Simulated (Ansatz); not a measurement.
Input file:

```
basis:
  gaussian:
    orbitals: def2-TZVPD
crystal:
  periodic: [false, false, false]
  atoms:
    - {symbol: C, position_ang: [-1.327937, 0.729370, -0.738563]}
    - {symbol: C, position_ang: [-0.554075, 1.307180, -1.806466]}
    - {symbol: F, position_ang: [-0.392984, 2.535161, -1.935166]}
    - {symbol: F, position_ang: [-0.017672, 0.622943, -2.697811]}
    - {symbol: H, position_ang: [-1.335578, 1.386002, 0.143823]}
    - {symbol: H, position_ang: [-1.004031, -0.300598, -0.528560]}
    - {symbol: H, position_ang: [-2.373585, 0.676609, -1.121976]}
total_charge: 1
hamiltonian:
  xc: pbe0
output: {forces: true, orbitals: {seedname: orbitals}}
```

Launched as:

```sh
ansatz run input.yaml --threads 1 --pin off --max-ram 2610MiB --events-out events.jsonl --progress --plain --runs-dir runs
```

Geometry: PBE0-D3(BJ)/def2-SVP.

Level of theory: Ansatz 0.2.0, isolated molecule in a Gaussian basis; Kohn-Sham density functional theory, functional PBE0.

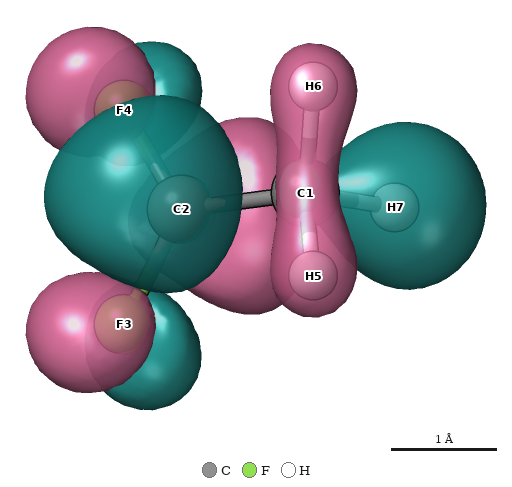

C$_{2}$H$_{3}$F$_{2}$ (SMILES C[C+](F)F) (charge +1). One frontier orbital at ±0.1 Å⁻³ᐟ² (teal and pink are the two phases), seen at a tilt.

**Which orbital is it: HOMO or LUMO?**

The LUMO, at −9.55 eV. By Hirshfeld shares it lies mainly on C2 (about 50 %), F3 (about 15 %), F4 (about 15 %), C1 (about 10 %) and H7 (about 5 %).
